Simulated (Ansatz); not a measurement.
**Cl4F2HTa: density, localisation and related maps**

Input

```
crystal:
  periodic: [false, false, false]
  atoms:
    - { symbol: Ta, position_ang: [-0.131479, -0.118272, -0.051294] }
    - { symbol: F, position_ang: [1.770027, -0.067772, 0.059] }
    - { symbol: Cl, position_ang: [-0.146149, -0.439235, 2.238471] }
    - { symbol: Cl, position_ang: [0.152473, -0.089104, -2.346408] }
    - { symbol: Cl, position_ang: [-1.475749, 1.701355, -0.02797] }
    - { symbol: F, position_ang: [-1.12115, -1.664186, -0.232255] }
    - { symbol: Cl, position_ang: [1.632225, 2.725152, 1.445366] }
    - { symbol: H, position_ang: [2.371303, 1.648762, 1.138788] }
basis:
  gaussian: { orbitals: def2-SVP }
hamiltonian:
  xc: lda
relax:
  f_tol: 0.03
  max_steps: 50
output:
  orbitals: {}
```

Command:

```sh
ansatz run input.yaml --threads 4 --pin off --max-ram 5120MiB --backend cpu --events-out ev --progress --plain --runs-dir out
```

The fields are those of the run's last geometry, not of the input's.

Core potentials replace the inner electrons of Ta.

These are results of RKS LDA/def2-SVP in Ansatz 0.2.0, not measurements.

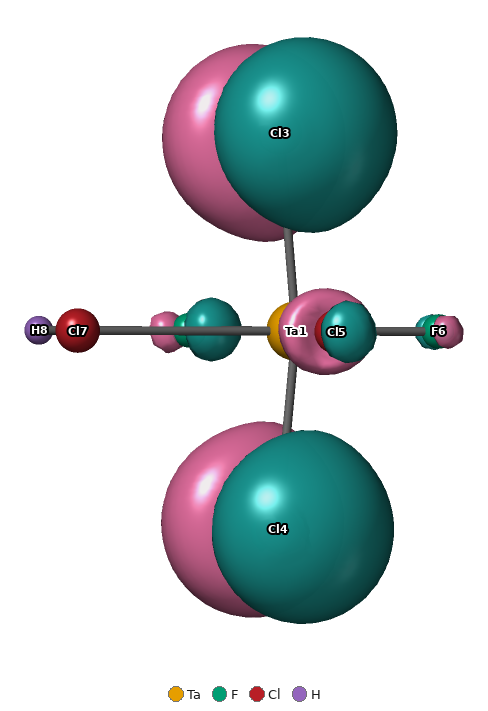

Figure 1. The HOMO−1 at ±0.1 Å⁻³ᐟ² (teal and pink are the two phases), seen across its widest extent.

**Where does this orbital lie, and at what energy?**

By Hirshfeld shares it lies mainly on Cl3 (about 45 %) and Cl4 (about 45 %); largely a combination of lone pairs on Cl3 and Cl4. Its energy is −8.23 eV.

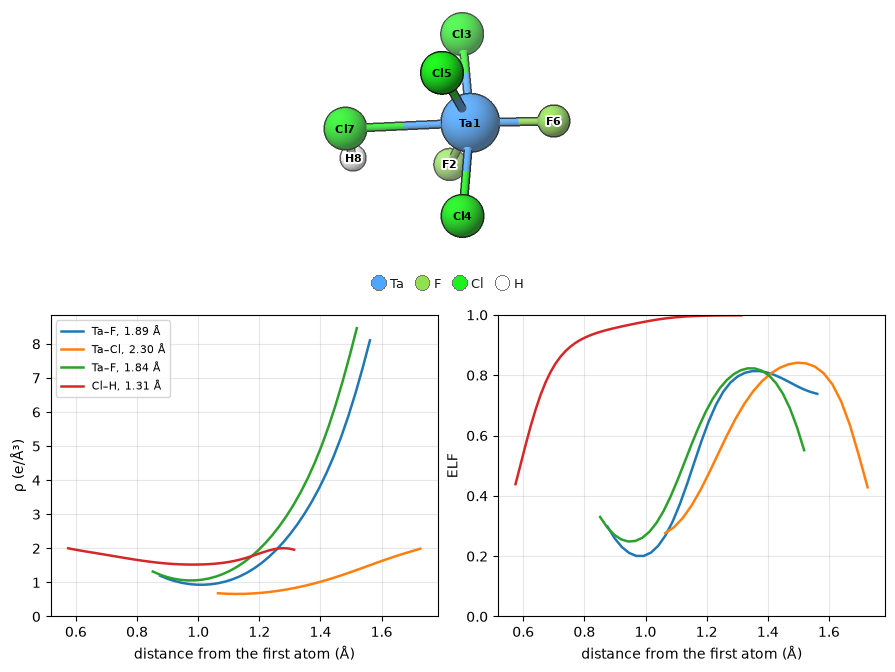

Figure 2. Electron density and electron localisation function along straight lines between neighbouring atoms. The curves leave out the atomic cores. The structure is drawn too.

**Compare the contacts.**

Ta–F (1.89 Å): ρ is about 0.99 e/Å³ halfway; the ELF peaks at about 0.80 in the valence shell of F, 0.5 Å from its nucleus, and drops to about 0.20 between the two atoms.
Ta–Cl (2.30 Å): the density is about 0.66 e/Å³ at the midpoint; the ELF peaks at about 0.85 in the valence shell of Cl, 0.8 Å from its nucleus, and is about 0.35 at the midpoint.
Ta–F (1.84 Å): ρ at the midpoint is about 1.1 e/Å³; the ELF peaks at about 0.80 in the valence shell of F, 0.5 Å from its nucleus, and drops to about 0.25 between the two atoms.
Cl–H (1.31 Å): the density is about 1.9 e/Å³ at the midpoint; the ELF climbs to about 1 towards the hydrogen, as it does in any bond to H: an ordinary covalent bond to hydrogen.

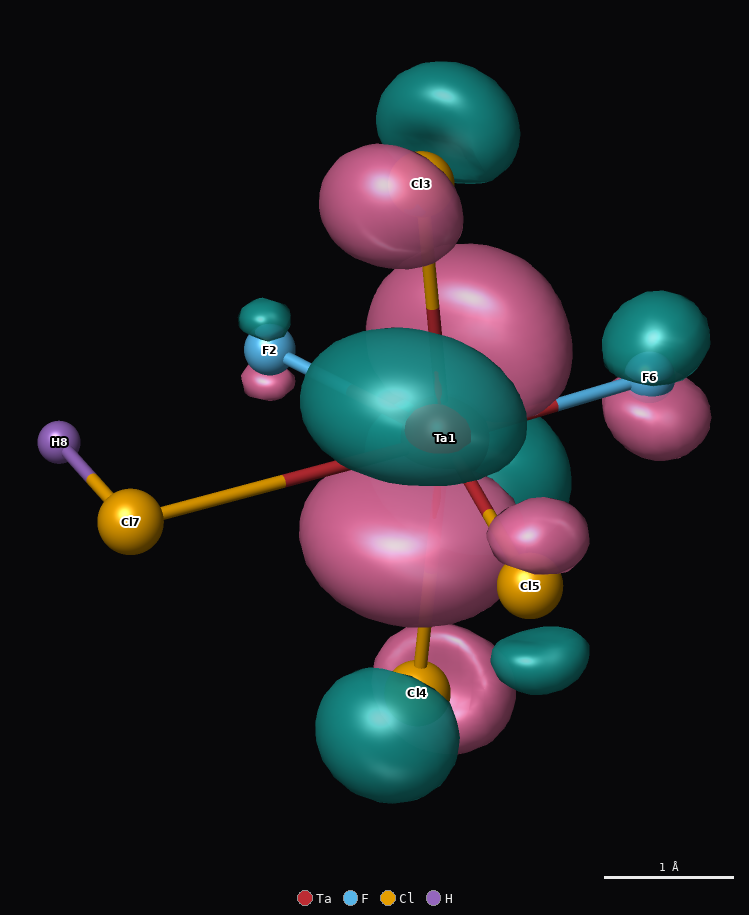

Figure 3. One frontier orbital at ±0.15 Å⁻³ᐟ² (teal and pink are the two phases), seen at a tilt.

**Which orbital is it: HOMO or LUMO?**

The LUMO, at −4.08 eV. Its weight (Hirshfeld) is mainly on Ta1 (about 65 %), Cl3 (about 10 %), Cl4 (about 10 %), F6 (about 5 %) and Cl5 (about 5 %).
